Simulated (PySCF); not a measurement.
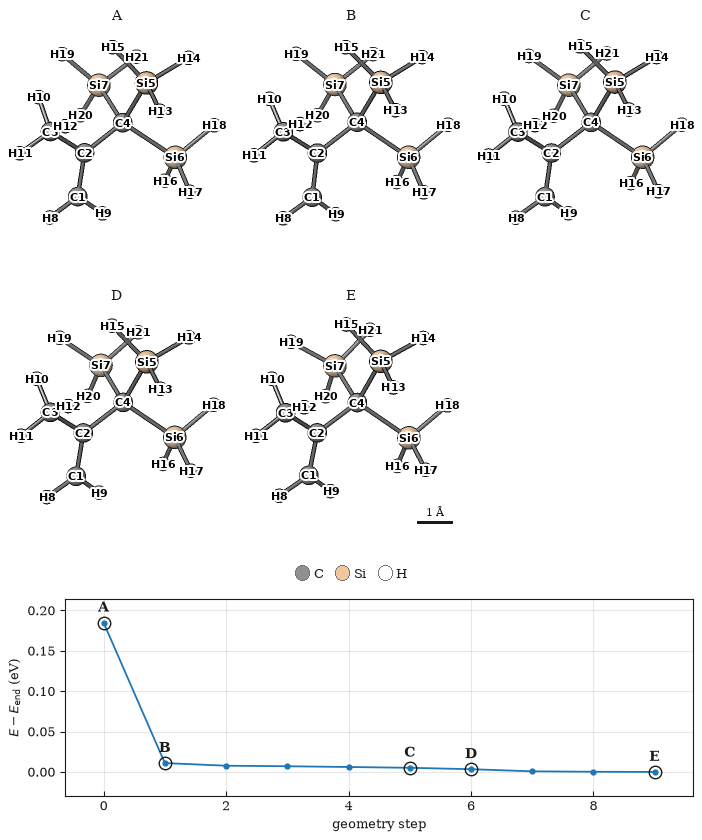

Frames of a relaxation of C4H14Si3, marked on the history of the run. Style: ball-and-stick. Shown at a tilt.

The start comes from GFN2-xTB. Its atoms were then displaced at random by about 0.01 Å.

Method: PBE0-D3(BJ)/def2-SVP geometry optimisation, gas phase (PySCF). 

### Describe the path.

The atom that moves furthest after the best rigid fit is H20 (0.36 Å). By element the largest moves are H 0.36 Å, C 0.15 Å, Si 0.06 Å. Among the contacts that change: C2–C4 1.468 → 1.523 Å, Si6–H16 1.453 → 1.495 Å, C4–Si6 1.942 → 1.902 Å, Si7–H19 1.464 → 1.495 Å. Among the angles between lasting bonds that change: C1–C2–C4 125.7° → 122.7°, C2–C1–H9 119.7° → 122.7°, C2–C1–H8 123.1° → 120.6°. Over 9 geometry steps the energy falls by 0.185 eV. From step 0 to 1: H11 moves most (0.12 Å), energy −0.174 eV. From step 1 to 5: H19 moves most (0.08 Å), energy −0.006 eV. From step 5 to 6: H atoms move most (0.07 Å), energy −0.002 eV. From step 6 to 9: H19 moves most (0.14 Å), energy −0.003 eV.
